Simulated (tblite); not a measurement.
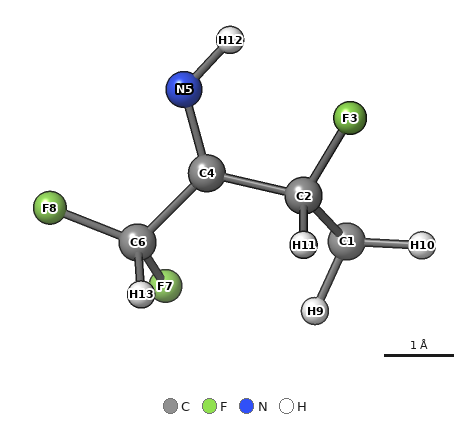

The starting structure (ball-and-stick view, seen at a tilt; atoms are numbered from 1 in the order of the input). Bond lengths as drawn: C–C 1.48 to 1.50 Å, C–F 1.37 to 1.39 Å, C–H 1.11 to 1.14 Å, C–N 1.28 Å and H–N 1.02 Å.

## Run report: C4H5F3N, geometry relaxation (part 1 of 2)

C4H5F3N, multiplicity 2, computed with GFN2-xTB geometry optimisation, gas phase (tblite 0.8.0).

It belongs to a series of runs on one base structure; here: H added to sp2 C.

## The input
```
{"job": {"kind": "relax", "xc": "GFN2-xTB", "basis": "xTB"}, "charge": 0, "multiplicity": 2}
C     -1.518200     0.864200    -0.300100
C     -0.885700    -0.325300     0.354700
F     -1.628100    -1.473800     0.158200
C      0.498600    -0.515200    -0.159700
N      0.758400    -1.635200    -0.720900
C      1.567500     0.501800    -0.029800
F      1.157700     1.632300    -0.677900
F      2.816400     0.041600    -0.415900
H     -0.989900     1.769300     0.111400
H     -2.609500     0.859400    -0.031800
H     -0.809800    -0.111000     1.439100
H      0.043800    -2.359600    -0.828200
H      1.594400     0.751900     1.083200
```

The first line tells a small driver script what to run in tblite; the rest is the geometry in Å.

Machine: 1 CPU thread, shared host.

Command:
```bash
OMP_NUM_THREADS=1 python <driver script> task.json out
```

## Log
```
step      E/eV     max force
  0    -764.00249    4.548
  1    -764.32163    4.488
  2    -764.54804    1.230
  3    -764.63161    0.839
  4    -764.71034    0.575
  5    -764.72976    0.496
  6    -764.78249    0.533
  7    -764.80509    0.467
  8    -764.82987    0.362
  9    -764.84111    0.239
 10    -764.84771    0.212
 11    -764.85122    0.188
 12    -764.85440    0.168
 13    -764.85769    0.151
 14    -764.86098    0.172
 15    -764.86358    0.149
 16    -764.86565    0.146
 17    -764.86798    0.127
 18    -764.87096    0.209
 19    -764.87466    0.196
 20    -764.87838    0.219
 21    -764.88360    0.203
 22    -764.89133    0.329
 23    -764.90554    0.611
 24    -764.91432    0.487
 25    -764.90870    0.981
 26    -764.92541    0.287
 27    -764.92933    0.172
 28    -764.93269    0.171
 29    -764.93915    0.485
 30    -764.94459    0.317
 31    -764.95144    0.144
 32    -764.95442    0.164
 33    -764.96005    0.163
 34    -764.96266    0.159
 35    -764.96418    0.150
 36    -764.96618    0.109
 37    -764.96752    0.099
 38    -764.96858    0.103
 39    -764.96944    0.067
 40    -764.97041    0.086
 41    -764.97107    0.071
 42    -764.97155    0.057
 43    -764.97195    0.059
 44    -764.97236    0.048
 45    -764.97273    0.055
 46    -764.97306    0.044
 47    -764.97338    0.042
 48    -764.97365    0.036
 49    -764.97386    0.048
 50    -764.97405    0.050
 51    -764.97427    0.041
 52    -764.97451    0.044
 53    -764.97469    0.037
 54    -764.97479    0.027
 55    -764.97485    0.027
 56    -764.97493    0.027
 57    -764.97505    0.031
 58    -764.97522    0.045
 59    -764.97543    0.054
 60    -764.97567    0.058
 61    -764.97595    0.053
 62    -764.97621    0.041
 63    -764.97641    0.032
 64    -764.97656    0.032
 65    -764.97672    0.033
 66    -764.97693    0.039
 67    -764.97719    0.047
 68    -764.97742    0.040
 69    -764.97758    0.042
 70    -764.97775    0.048
 71    -764.97804    0.050
 72    -764.97848    0.069
 73    -764.97903    0.079
 74    -764.97950    0.059
 75    -764.97982    0.045
 76    -764.98012    0.051
 77    -764.98044    0.042
 78    -764.98071    0.034
 79    -764.98092    0.041
 80    -764.98110    0.043
 81    -764.98130    0.039
 82    -764.98147    0.038
 83    -764.98162    0.034
 84    -764.98179    0.035
 85    -764.98214    0.048
 86    -764.98243    0.047
 87    -764.98297    0.055
 88    -764.98351    0.065
 89    -764.98421    0.089
 90    -764.98533    0.123
 91    -764.98722    0.157
 92    -764.98995    0.151
 93    -764.99211    0.181
 94    -764.97814    0.703
 95    -764.99608    0.158
 96    -764.99844    0.152
 97    -764.99826    0.709
 98    -765.00633    0.118
 99    -765.01046    0.117
100    -765.00251    0.906
101    -765.01719    0.121
102    -765.02020    0.159
103    -765.02071    0.593
104    -765.02563    0.165
105    -765.02714    0.175
106    -765.03022    0.291
107    -765.03239    0.162
108    -765.03568    0.076
109    -765.03890    0.260
110    -765.04246    0.138
111    -765.04573    0.182
112    -765.05107    0.247
113    -765.05625    0.202
114    -765.03210    0.921
115    -765.06254    0.233
116    -765.06497    0.126
117    -765.06714    0.154
118    -765.06912    0.273
119    -765.07086    0.171
120    -765.07387    0.129
121    -765.07759    0.211
122    -765.08233    0.239
123    -765.08707    0.157
124    -765.08393    0.780
125    -765.09870    0.290
126    -765.10473    0.182
127    -765.10970    0.459
128    -765.11621    0.164
129    -765.12076    0.161
130    -765.12608    0.229
131    -765.12855    0.135
132    -765.13061    0.099
133    -765.13488    0.140
134    -765.13617    0.138
135    -765.13792    0.163
136    -765.13936    0.170
137    -765.14059    0.109
138    -765.14214    0.087
139    -765.14390    0.143
140    -765.14555    0.089
141    -765.14680    0.115
142    -765.14792    0.085
143    -765.14872    0.110
144    -765.14972    0.119
145    -765.15083    0.138
146    -765.15188    0.086
147    -765.15217    0.175
148    -765.15300    0.041
149    -765.15327    0.032
150    -765.15359    0.059
151    -765.15371    0.029
152    -765.15381    0.020
153    -765.15386    0.019
154    -765.15389    0.011
155    -765.15391    0.009
```

## Trajectory as extended XYZ (Å, eV, eV/Å), 17 of the 156 frames kept, from step=0 to step=155
```
13
Properties=species:S:1:pos:R:3:forces:R:3 step=0 energy=-764.00249
C    -1.5182    0.8642   -0.3001   -0.8330   0.6690   2.6700
C    -0.8857   -0.3253    0.3547   -0.6160   1.2860  -0.1440
F    -1.6281   -1.4738    0.1582    0.2710   0.3770   0.3340
C     0.4986   -0.5152   -0.1597    0.0470  -4.1920  -1.7640
N     0.7584   -1.6352   -0.7209    0.7230   1.2020   0.1680
C     1.5675    0.5018   -0.0298    0.3130   0.2850   1.2180
F     1.1577    1.6323   -0.6779    1.1190  -0.3480  -0.0350
F     2.8164    0.0416   -0.4159   -1.6260   0.9740   0.1700
H    -0.9899    1.7693    0.1114   -0.7590  -0.7030  -1.0750
H    -2.6095    0.8594   -0.0318    0.9810   0.1900  -1.0410
H    -0.8098   -0.1110    1.4391   -0.2210  -0.3660   0.0750
H     0.0438   -2.3596   -0.8282    0.0850   0.5370   0.2690
H     1.5944    0.7519    1.0832    0.5160   0.0890  -0.8460
13
Properties=species:S:1:pos:R:3:forces:R:3 step=10 energy=-764.84771
C    -1.5838    0.9235   -0.0240    0.0380  -0.0060   0.0110
C    -0.9042   -0.2930    0.4203    0.1940  -0.0470   0.0710
F    -1.6865   -1.4132    0.2153   -0.0130   0.0860  -0.0350
C     0.4896   -0.5981   -0.1986   -0.0860  -0.0250  -0.0660
N     0.8189   -1.6595   -0.7606   -0.0350   0.1150   0.0190
C     1.5472    0.4797    0.0071   -0.0860   0.0350   0.0120
F     1.2389    1.6043   -0.6849   -0.0070  -0.0150   0.0000
F     2.7612    0.0925   -0.4200   -0.1330  -0.0440   0.0390
H    -1.0765    1.8631   -0.0577    0.1150  -0.0180   0.0330
H    -2.6314    0.9017   -0.2381   -0.0200  -0.1580  -0.1060
H    -0.7124   -0.2853    1.5151    0.0210   0.0360   0.0430
H     0.1064   -2.3782   -0.8647   -0.0140   0.0620   0.0100
H     1.6282    0.7630    1.0731    0.0260  -0.0230  -0.0320
13
Properties=species:S:1:pos:R:3:forces:R:3 step=19 energy=-764.87466
C    -1.5640    0.9237    0.0227    0.0280  -0.1110  -0.0460
C    -0.8984   -0.2961    0.4719    0.1820  -0.0350   0.0100
F    -1.7032   -1.3942    0.2468    0.0490  -0.0030   0.0670
C     0.4715   -0.5852   -0.1899   -0.0750  -0.0140  -0.0950
N     0.7921   -1.6211   -0.8014   -0.0840   0.0460   0.0860
C     1.5255    0.4903    0.0084    0.0050   0.0150   0.0040
F     1.2395    1.6184   -0.6867   -0.0210  -0.0430   0.0040
F     2.7213    0.0639   -0.4301    0.0170   0.0780   0.0890
H    -1.0484    1.8554   -0.0532    0.0180   0.0100   0.0690
H    -2.5540    0.8150   -0.3614   -0.1130   0.0810  -0.1380
H    -0.6843   -0.2972    1.5578   -0.0370  -0.0020   0.1070
H     0.0859   -2.3479   -0.8777   -0.0400   0.0100  -0.0680
H     1.6124    0.7753    1.0750    0.0710  -0.0320  -0.0900
13
Properties=species:S:1:pos:R:3:forces:R:3 step=29 energy=-764.93915
C    -1.5002    0.8308   -0.0082   -0.1370   0.0220  -0.1870
C    -0.8875   -0.3341    0.6251   -0.0180   0.0540  -0.0900
F    -1.6550   -1.4659    0.4768    0.0070   0.0090   0.0470
C     0.4294   -0.5634   -0.1591    0.0140  -0.0670  -0.1360
N     0.6390   -1.5198   -0.9354   -0.0080   0.1020   0.1120
C     1.4945    0.5125    0.0076    0.0240  -0.0650   0.0340
F     1.2194    1.6295   -0.7118   -0.0800  -0.0690   0.0090
F     2.6916    0.0807   -0.4214   -0.0040  -0.0670   0.0080
H    -1.0238    1.7861    0.1170   -0.2120  -0.0720  -0.0140
H    -2.2440    0.6922   -0.7863    0.3600   0.0320   0.3230
H    -0.6842   -0.2358    1.7033    0.0430   0.0800  -0.0730
H    -0.0861   -2.2306   -0.9878    0.0260   0.0210  -0.0650
H     1.6025    0.8185    1.0623   -0.0170   0.0200   0.0330
13
Properties=species:S:1:pos:R:3:forces:R:3 step=39 energy=-764.96944
C    -1.4921    0.8125   -0.0178    0.0650   0.0080   0.0140
C    -0.8708   -0.3235    0.6523   -0.0330   0.0080   0.0060
F    -1.6364   -1.4661    0.5775    0.0150   0.0140   0.0040
C     0.4222   -0.5759   -0.1560   -0.0270   0.0460  -0.0410
N     0.6125   -1.4979   -0.9746   -0.0260   0.0160  -0.0070
C     1.4874    0.4923    0.0206    0.0280  -0.0240   0.0140
F     1.1886    1.5928   -0.7176    0.0480  -0.0330   0.0040
F     2.6833    0.0529   -0.4000    0.0390   0.0240  -0.0220
H    -1.1455    1.8053    0.1886   -0.0470  -0.0310   0.0270
H    -2.0880    0.6411   -0.8911   -0.0470  -0.0330  -0.0140
H    -0.6356   -0.1643    1.7134   -0.0040   0.0250  -0.0320
H    -0.1229   -2.1900   -1.0811    0.0040  -0.0100   0.0210
H     1.5928    0.8214    1.0681   -0.0160  -0.0090   0.0270
13
Properties=species:S:1:pos:R:3:forces:R:3 step=48 energy=-764.97365
C    -1.4968    0.8111   -0.0294   -0.0030   0.0170   0.0110
C    -0.8633   -0.3133    0.6454   -0.0180  -0.0020  -0.0040
F    -1.6280   -1.4585    0.5875    0.0330  -0.0140   0.0060
C     0.4271   -0.5728   -0.1685   -0.0270   0.0140  -0.0030
N     0.6091   -1.4954   -0.9877   -0.0010  -0.0130   0.0320
C     1.5007    0.4841    0.0214    0.0000  -0.0060   0.0030
F     1.2158    1.5895   -0.7130    0.0200   0.0100   0.0160
F     2.7007    0.0453   -0.3894    0.0060  -0.0070  -0.0080
H    -1.2061    1.8140    0.2084   -0.0040  -0.0260  -0.0130
H    -2.1078    0.6266   -0.8904   -0.0030  -0.0070   0.0030
H    -0.6225   -0.1400    1.7027    0.0000   0.0080  -0.0240
H    -0.1250   -2.1910   -1.0793   -0.0160   0.0140  -0.0200
H     1.5918    0.8011    1.0745    0.0120   0.0130   0.0030
13
Properties=species:S:1:pos:R:3:forces:R:3 step=58 energy=-764.97522
C    -1.5172    0.8044   -0.0326    0.0400   0.0170   0.0120
C    -0.8639   -0.3072    0.6437    0.0060  -0.0140   0.0000
F    -1.6105   -1.4651    0.5981    0.0050  -0.0020   0.0180
C     0.4267   -0.5633   -0.1703   -0.0260   0.0020  -0.0090
N     0.6041   -1.4880   -0.9878    0.0050  -0.0050  -0.0070
C     1.5110    0.4812    0.0259   -0.0080  -0.0010  -0.0030
F     1.2409    1.5964   -0.6991   -0.0130   0.0040   0.0070
F     2.7038    0.0290   -0.3915    0.0120   0.0060   0.0130
H    -1.2302    1.8095    0.2001   -0.0140  -0.0110  -0.0260
H    -2.1208    0.6095   -0.8965   -0.0090  -0.0020   0.0060
H    -0.6156   -0.1227    1.6970   -0.0240   0.0060  -0.0060
H    -0.1377   -2.1747   -1.0857   -0.0020   0.0080  -0.0070
H     1.6051    0.7917    1.0809    0.0300  -0.0070   0.0000
13
Properties=species:S:1:pos:R:3:forces:R:3 step=68 energy=-764.97742
C    -1.5203    0.7844   -0.0554   -0.0170   0.0100   0.0050
C    -0.8627   -0.3011    0.6579    0.0100  -0.0010  -0.0050
F    -1.5942   -1.4692    0.6374   -0.0010   0.0170   0.0130
C     0.4231   -0.5492   -0.1641   -0.0130  -0.0090  -0.0060
N     0.5863   -1.4563   -1.0055    0.0050  -0.0120   0.0010
C     1.5253    0.4756    0.0412   -0.0070   0.0000  -0.0040
F     1.2594    1.6112   -0.6535   -0.0050   0.0020   0.0040
F     2.7021    0.0112   -0.4079    0.0130   0.0270   0.0010
H    -1.2494    1.8019    0.1407    0.0050  -0.0380  -0.0110
H    -2.1389    0.5512   -0.8998    0.0120   0.0120   0.0050
H    -0.6223   -0.0896    1.7074    0.0100   0.0170  -0.0130
H    -0.1624   -2.1332   -1.1154   -0.0030   0.0030  -0.0020
H     1.6497    0.7638    1.0992   -0.0090  -0.0280   0.0110
```
